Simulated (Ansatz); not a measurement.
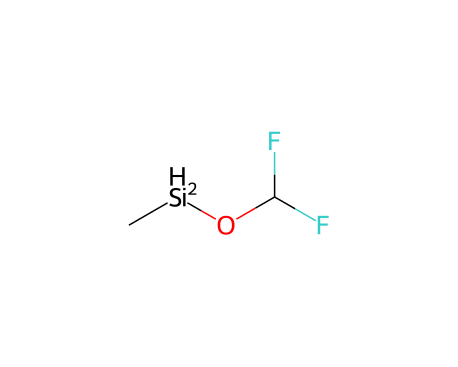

Structural formula above. Computed geometry: PBE0-D4/def2-TZVP optimisation. No frequency run is at hand to confirm it as a minimum.

Describe the 3D structure.

The molecule is C2H6F2OSi. SMILES: `C[SiH2]OC(F)F`. It has no ring. Among its groups: C–F bond, Si–H bond, Si–O bond. This geometry has C1 symmetry. Coordination: 2 C tetrahedral; 1 Si tetrahedral; 1 O bent.

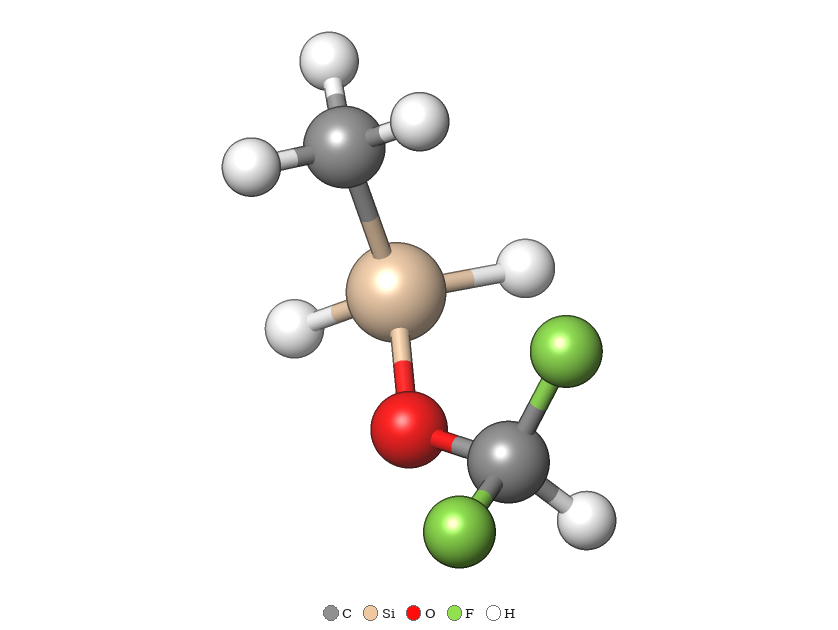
